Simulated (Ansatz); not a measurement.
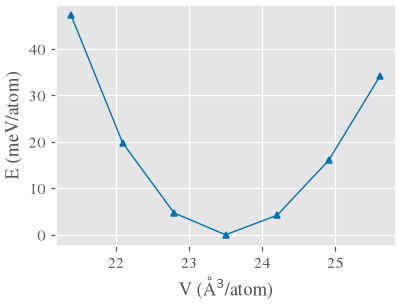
Figure: AlAs (zinc blende, space group No. 216) under volume change, DFT-PBE in the program Ansatz with PAW potentials, scaled uniformly.

**Question.** What does a third-order Birch–Murnaghan fit give for V₀, B₀ and B′?

**Answer.** V₀ = 23.50 Å³/atom, B₀ = 67.1 GPa, B′ = 4.3.

Space group F-43m (zinc blende). The PBE relaxation kept the symmetry of its start.

Potentials: the later of the program's two PAW sets.
